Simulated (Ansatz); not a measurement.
## Geometry relaxation of CH$_{7}$NSSi (part 1 of 2)

- system: CH$_{7}$NSSi
- method: RKS r2SCAN-D4/6-31G* (Ansatz 0.2.0)

The input holds or restrains some coordinates. Forces given for the steps count only the free coordinates. It belongs to a series of runs on one base structure; here: pulled along the bonds that form and break, towards end B.

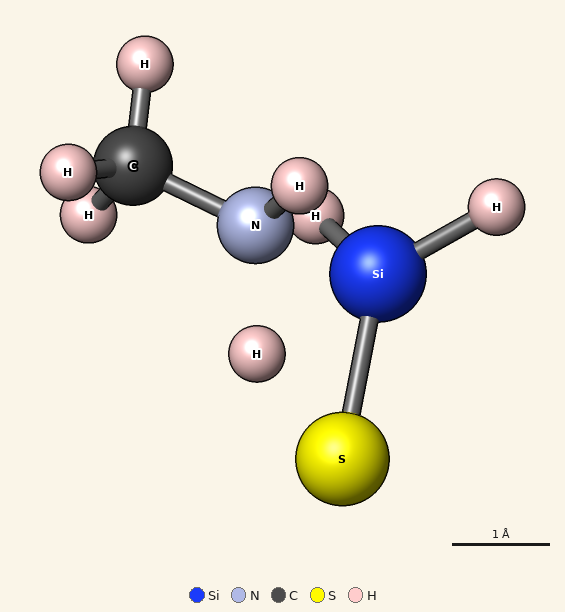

Figure 1. The input geometry (ball-and-stick view, seen at a tilt).

## The input
```yaml
crystal:
  periodic: [false, false, false]
  atoms:
    - { symbol: Si, position_ang: [-0.3711, 1.6388, 0.1336] }
    - { symbol: "N", position_ang: [0.5609, -0.2298, -0.2462] }
    - { symbol: C, position_ang: [0.0112, -1.4289, 0.3383] }
    - { symbol: S, position_ang: [-0.8087, 1.597, -1.8613] }
    - { symbol: H, position_ang: [0.1107, 0.1067, -1.4612] }
    - { symbol: H, position_ang: [-1.3606, 1.3286, 1.1532] }
    - { symbol: H, position_ang: [0.7154, 2.4337, 0.6828] }
    - { symbol: H, position_ang: [1.5729, -0.2268, -0.2167] }
    - { symbol: H, position_ang: [-1.0721, -1.3949, 0.239] }
    - { symbol: H, position_ang: [0.2618, -1.4965, 1.4006] }
    - { symbol: H, position_ang: [0.3794, -2.3278, -0.1622] }
basis:
  gaussian: { orbitals: "6-31G*" }
hamiltonian:
  xc: r2scan
  dispersion: d4
relax:
  f_tol: 0.15
  max_steps: 25
  restrain:
    - { distance: [4, 1], at: 1.02, k: 30.0 }
    - { distance: [0, 1], at: 3.12, k: 30.0 }
    - { distance: [4, 3], at: 2.66, k: 30.0 }
```

Launch command:
```bash
ansatz run input.yaml --threads 2 --pin off --max-ram 3072MiB --backend cpu --events-out ev --progress --plain --runs-dir out
```

## Output
```
The last accepted step is kept in [file] (removed where the run ends without a failure and the disk answers)
Engine: ansatz 0.2.0, x86_64-unknown-linux-gnu
Functional definition: r2SCAN
  parameter k0 = 0.174
  parameter k1 = 0.065
  parameter a1 = 4.9479
  exchange = r2scan_x(k0 = k0, k1 = k1, a1 = a1)
  correlation = r2scan_c
1079 factors; their error is unknown
mean field evaluation 1: about -21344.2273 eV, gradient 4.9e1 eV
mean field evaluation 2: about -21332.7603 eV, gradient 8.2e1 eV
mean field evaluation 4: about -21349.7638 eV, gradient 4.2e0 eV
mean field evaluation 8: about -21349.8158 eV, gradient 1.4e-1 eV
mean field evaluation 16: about -21349.7357 eV, gradient 2.6e-4 eV
mean field -21349.73573314 eV, -784.5883168222 hartree, gradient 1.8e-5 eV, S^2 0.000000; 0 other end points of the search recorded, 0 dependent functions left out
the calculation of the forces begins
reference -21349.73574250 eV, -784.5883171661 hartree; 25, 25 occupied and 57, 57 virtual orbitals, 1079 factors
relax step   1: F+E_penalty+E_count = -21349.79500437 eV  Δ(F+E_penalty+E_count) = +0.000e0 eV  max|allowed force component| = 2.167e0 eV/Å  E_restraint = 27.64400704 eV  max|allowed force component, restraints' pulls added| = 2.419e1 eV/Å  Δτ_max = 0.0000 Å  (30 SCF iters, accepted)
  distance H 4 - N 1 = 1.3387 Å
  distance Si 0 - N 1 = 2.1224 Å
  distance H 4 - S 3 = 1.7962 Å
these checks for a lower state are left out or cut short: starts, cluster_reference, orbital_swaps, neighbouring_geometries, increment
1079 factors; their error is unknown
mean field -21349.57091819 eV, -784.5822599845 hartree, gradient 2.3e-5 eV, S^2 0.000000; 0 other end points of the search recorded, 0 dependent functions left out
the calculation of the forces begins
reference -21349.57092762 eV, -784.5822603312 hartree; 25, 25 occupied and 57, 57 virtual orbitals, 1079 factors
relax step   2: F+E_penalty+E_count = -21349.63222494 eV  Δ(F+E_penalty+E_count) = +1.628e-1 eV  max|allowed force component| = 4.006e0 eV/Å  E_restraint = 11.33610195 eV  max|allowed force component, restraints' pulls added| = 1.624e1 eV/Å  Δτ_max = 0.1908 Å  (37 SCF iters, accepted)
  distance H 4 - N 1 = 1.1775 Å
  distance Si 0 - N 1 = 2.4311 Å
  distance H 4 - S 3 = 2.1537 Å
these checks for a lower state are left out or cut short: starts, cluster_reference, orbital_swaps, neighbouring_geometries, increment
1079 factors; their error is unknown
mean field evaluation 32: about -21349.3987 eV, gradient 1.0e-4 eV
mean field -21349.39865634 eV, -784.5759294782 hartree, gradient 2.1e-5 eV, S^2 0.000000; 0 other end points of the search recorded, 0 dependent functions left out
the calculation of the forces begins
reference -21349.39866571 eV, -784.5759298228 hartree; 25, 25 occupied and 57, 57 virtual orbitals, 1079 factors
relax step   3: F+E_penalty+E_count = -21349.45914733 eV  Δ(F+E_penalty+E_count) = +1.731e-1 eV  max|allowed force component| = 3.172e0 eV/Å  E_restraint = 2.54755261 eV  max|allowed force component, restraints' pulls added| = 7.856e0 eV/Å  Δτ_max = 0.1986 Å  (37 SCF iters, accepted)
  distance H 4 - N 1 = 1.0047 Å
  distance Si 0 - N 1 = 2.7540 Å
  distance H 4 - S 3 = 2.4711 Å
these checks for a lower state are left out or cut short: starts, cluster_reference, orbital_swaps, neighbouring_geometries, increment
1079 factors; their error is unknown
mean field -21349.42385572 eV, -784.5768555386 hartree, gradient 1.1e-5 eV, S^2 0.000000; 0 other end points of the search recorded, 0 dependent functions left out
the calculation of the forces begins
reference -21349.42386522 eV, -784.5768558876 hartree; 25, 25 occupied and 57, 57 virtual orbitals, 1079 factors
relax step   4: F+E_penalty+E_count = -21349.48260323 eV  Δ(F+E_penalty+E_count) = -2.346e-2 eV  max|allowed force component| = 1.773e0 eV/Å  E_restraint = 0.08493747 eV  max|allowed force component, restraints' pulls added| = 4.245e-1 eV/Å  Δτ_max = 0.1927 Å  (32 SCF iters, accepted)
  distance H 4 - N 1 = 1.0156 Å
  distance Si 0 - N 1 = 3.0464 Å
  distance H 4 - S 3 = 2.6752 Å
these checks for a lower state are left out or cut short: starts, cluster_reference, orbital_swaps, neighbouring_geometries, increment
1079 factors; their error is unknown
mean field -21349.57794490 eV, -784.5825182115 hartree, gradient 1.1e-5 eV, S^2 0.000000; 0 other end points of the search recorded, 0 dependent functions left out
the calculation of the forces begins
reference -21349.57795459 eV, -784.5825185674 hartree; 25, 25 occupied and 57, 57 virtual orbitals, 1079 factors
relax step   5: F+E_penalty+E_count = -21349.63559590 eV  Δ(F+E_penalty+E_count) = -1.530e-1 eV  max|allowed force component| = 1.544e0 eV/Å  E_restraint = 0.03442308 eV  max|allowed force component, restraints' pulls added| = 5.237e-1 eV/Å  Δτ_max = 0.1949 Å  (30 SCF iters, accepted)
  distance H 4 - N 1 = 1.0282 Å
  distance Si 0 - N 1 = 3.0752 Å
  distance H 4 - S 3 = 2.6749 Å
these checks for a lower state are left out or cut short: starts, cluster_reference, orbital_swaps, neighbouring_geometries, increment
1079 factors; their error is unknown
mean field -21349.65523000 eV, -784.5853583863 hartree, gradient 1.2e-5 eV, S^2 0.000000; 0 other end points of the search recorded, 0 dependent functions left out
the calculation of the forces begins
reference -21349.65523985 eV, -784.5853587484 hartree; 25, 25 occupied and 57, 57 virtual orbitals, 1079 factors
relax step   6: F+E_penalty+E_count = -21349.71207443 eV  Δ(F+E_penalty+E_count) = -7.648e-2 eV  max|allowed force component| = 1.324e0 eV/Å  E_restraint = 0.01812531 eV  max|allowed force component, restraints' pulls added| = 7.125e-1 eV/Å  Δτ_max = 0.1596 Å  (30 SCF iters, accepted)
  distance H 4 - N 1 = 1.0254 Å
  distance Si 0 - N 1 = 3.0875 Å
  distance H 4 - S 3 = 2.6710 Å
these checks for a lower state are left out or cut short: starts, cluster_reference, orbital_swaps, neighbouring_geometries, increment
1079 factors; their error is unknown
mean field -21349.70948665 eV, -784.5873522816 hartree, gradient 1.9e-5 eV, S^2 0.000000; 0 other end points of the search recorded, 0 dependent functions left out
the calculation of the forces begins
reference -21349.70949659 eV, -784.5873526469 hartree; 25, 25 occupied and 57, 57 virtual orbitals, 1079 factors
relax step   7: F+E_penalty+E_count = -21349.76541244 eV  Δ(F+E_penalty+E_count) = -5.334e-2 eV  max|allowed force component| = 1.612e0 eV/Å  E_restraint = 0.00724790 eV  max|allowed force component, restraints' pulls added| = 1.646e0 eV/Å  Δτ_max = 0.1923 Å  (30 SCF iters, accepted)
  distance H 4 - N 1 = 1.0250 Å
  distance Si 0 - N 1 = 3.1016 Å
  distance H 4 - S 3 = 2.6710 Å
these checks for a lower state are left out or cut short: starts, cluster_reference, orbital_swaps, neighbouring_geometries, increment
1079 factors; their error is unknown
mean field evaluation 64: about -21349.7475 eV, gradient 4.8e0 eV
mean field -21349.76945280 eV, -784.5895559969 hartree, gradient 2.5e-5 eV, S^2 0.000000; 0 other end points of the search recorded, 0 dependent functions left out
the calculation of the forces begins
reference -21349.76946271 eV, -784.5895563611 hartree; 25, 25 occupied and 57, 57 virtual orbitals, 1079 factors
relax step   8: F+E_penalty+E_count = -21349.82542677 eV  Δ(F+E_penalty+E_count) = -6.001e-2 eV  max|allowed force component| = 5.824e-1 eV/Å  E_restraint = 0.00946407 eV  max|allowed force component, restraints' pulls added| = 2.659e-1 eV/Å  Δτ_max = 0.1295 Å  (30 SCF iters, accepted)
  distance H 4 - N 1 = 1.0210 Å
  distance Si 0 - N 1 = 3.0966 Å
  distance H 4 - S 3 = 2.6690 Å
these checks for a lower state are left out or cut short: starts, cluster_reference, orbital_swaps, neighbouring_geometries, increment
1079 factors; their error is unknown
mean field -21349.77286327 eV, -784.5896813295 hartree, gradient 2.2e-5 eV, S^2 0.000000; 0 other end points of the search recorded, 0 dependent functions left out
the calculation of the forces begins
reference -21349.77287318 eV, -784.5896816937 hartree; 25, 25 occupied and 57, 57 virtual orbitals, 1079 factors
relax step   9: F+E_penalty+E_count = -21349.82879543 eV  Δ(F+E_penalty+E_count) = -3.369e-3 eV  max|allowed force component| = 6.077e-1 eV/Å  E_restraint = 0.00840916 eV  max|allowed force component, restraints' pulls added| = 4.745e-2 eV/Å  Δτ_max = 0.0648 Å  (31 SCF iters, accepted)
  distance H 4 - N 1 = 1.0217 Å
  distance Si 0 - N 1 = 3.0979 Å
  distance H 4 - S 3 = 2.6682 Å
1079 factors; their error is unknown
mean field evaluation 96: about -21349.7729 eV, gradient 4.1e-5 eV
```

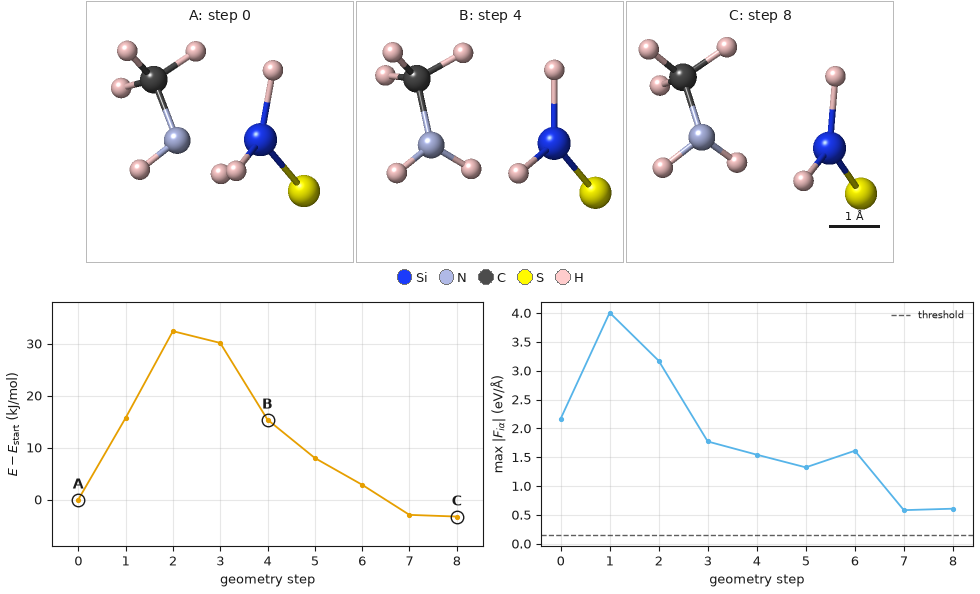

Figure 2. Frames of the restrained relaxation (ball-and-stick view, seen at a tilt) above the curves, on which the letters mark them (the first geometry is step 0 here and step 1 in the log).
